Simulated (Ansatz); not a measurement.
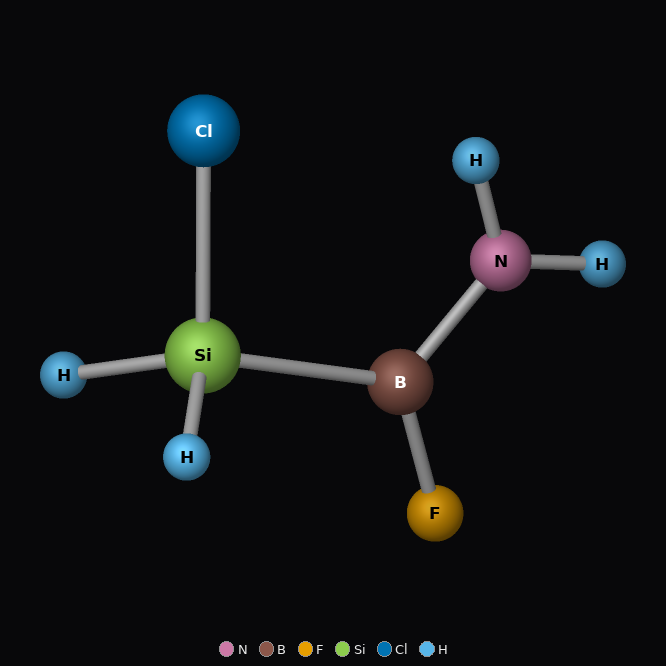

Source: calculation with Ansatz.

A ball-and-stick model of a molecule.

What does the picture show?

Formula BClFH4NSi. Its SMILES string is `NB(F)[SiH2]Cl`. It has no ring. Among its groups: Si–H bond. Coordination: 1 N trigonal planar; 1 B trigonal planar; 1 Si tetrahedral.
